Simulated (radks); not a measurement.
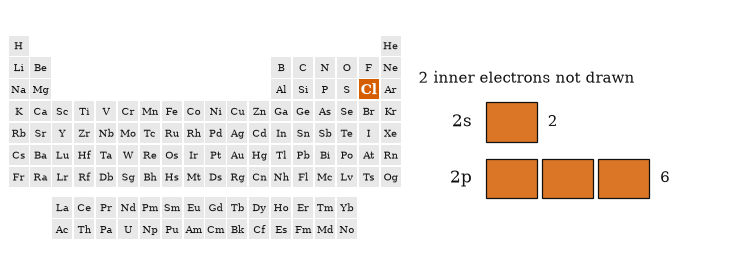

*Left, the place of chlorine in the periodic table; right, the outer shells as the input fills them: a box for each of the 2l + 1 orbitals, shaded by the share of the shell that is filled, with the electron count at the right.*

# Cl⁷⁺: atomic calculation

- system: Cl⁷⁺ (Z = 17, 10 electrons) in the configuration [Ne].
- method: scalar-relativistic Kohn-Sham, PBEsol, spin-polarised, spherical densities, finite nucleus (the in-house radial solver radks)

**Input file**
```
Z 17
configuration [Ne]
relativity scalar-relativistic
functional pbe_sol,pbe_sol
spin polarised
nucleus finite rms 3.3654 fm
c 137.035999084
```

Energies in input and log are in hartree, lengths in bohr (the nuclear radius in fm).

**The program's output**
```
1s      1   1.0000        -106.04746449
2s      1   1.0000         -14.07327262
2p      1   3.0000         -11.86968291
1s      2   1.0000        -106.04746449
2s      2   1.0000         -14.07327262
2p      2   3.0000         -11.86968291
Etot -445.7486005593509
Ekin 447.91480598932566
Encl -1011.2140165839378
Eh 141.6289255979603
Exc -24.078315562699096
err 4.2736826911210255e-11
it 14
```

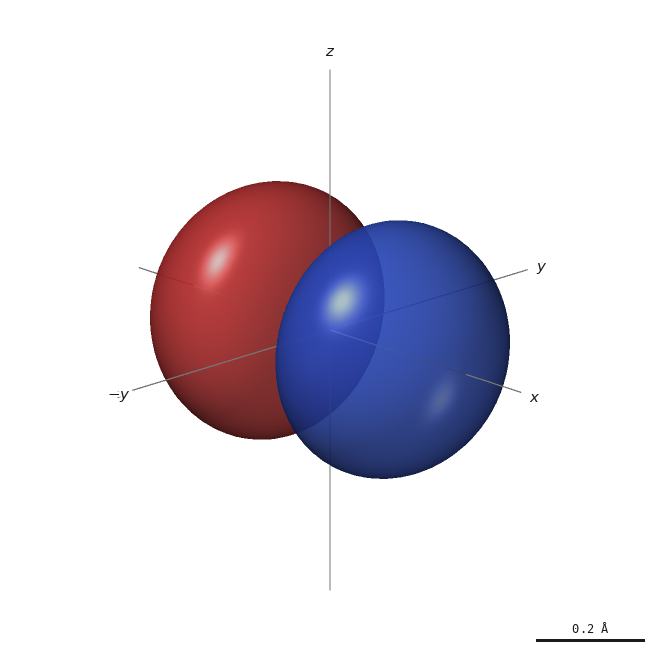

*One occupied orbital is shown. The surface of constant |ψ| that holds about 85 % of the electron is drawn, blue where ψ is positive and red where it is negative. The radial function comes from the spherical calculation and is multiplied by a real spherical harmonic; the overall sign is chosen so that the largest lobe of P(r) is positive; at the scalar-relativistic level it is the large component.*

It is 2p(x). It has the nodal plane yz and no radial node. The maximum of P² lies at 0.299 bohr, ⟨r⟩ = 0.400 bohr, 90 % of the charge lies within 0.661 bohr, and the eigenvalue is −323.0 eV, with 6 electrons in the shell.

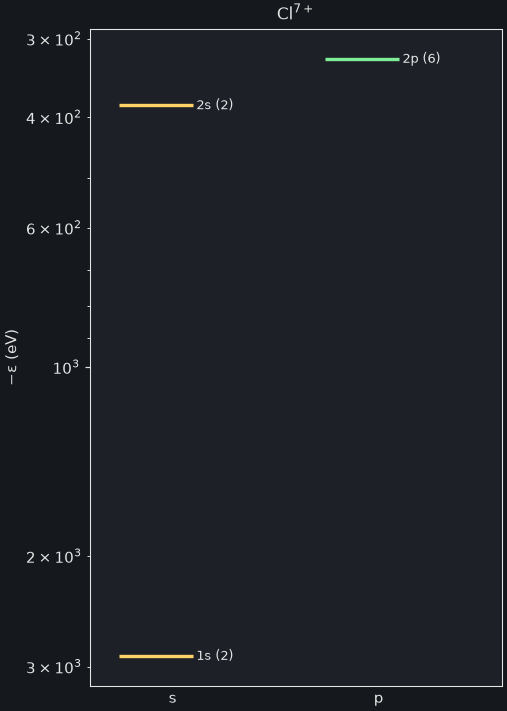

*All occupied levels, on a logarithmic scale of binding energy, are drawn (occupations in brackets).*

The highest occupied level is 2p at −323.0 eV. From the top down the occupied levels run 2p (−323.0 eV), 2s (−383.0 eV), 1s (−2886 eV). The measured ionisation energy (NIST) is 348.3 eV; minus the highest level, 323.0 eV, lies 7.3 % below it.

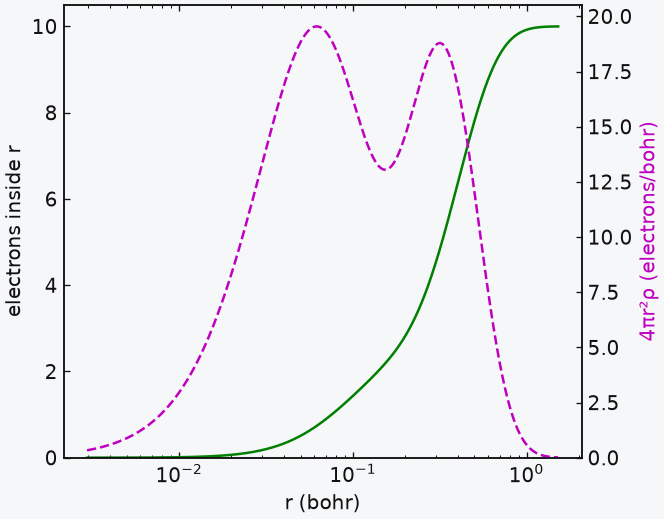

*The number of electrons inside radius r (solid) and the radial density 4πr²ρ (dashed).*

The count levels off at 10 electrons. Half of them lie within 0.325 bohr, 90 % within 0.633 bohr and 99 % within 0.966 bohr. The radial density has a minimum at 0.154 bohr, where the count stands at 2.2; this parts the shells that the density resolves.

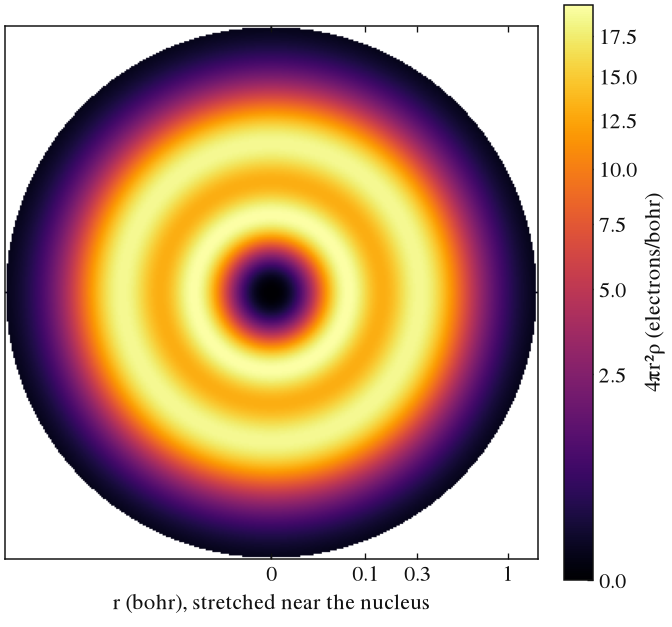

*The radial density 4πr²ρ as a disc about the nucleus, with the radius drawn as r to the power 0.4.*

There are 2 maxima, at r = 0.0618 and 0.316 bohr, parted by a minimum at 0.154 bohr, inside which lie 2.2 electrons.

**Summary**

| quantity | value |
| --- | --- |
| outcome | converged |
| total energy | −445.748601 hartree |
| kinetic energy | 447.914806 hartree |
| electron–nucleus energy | −1011.2140 hartree |
| Hartree energy | 141.628926 hartree |
| exchange–correlation energy | −24.078316 hartree |
| radius at density 0.001 e/bohr³ | 1.41 bohr |
| SCF iterations | 14 |
| hardware | 1 CPU thread, shared host |
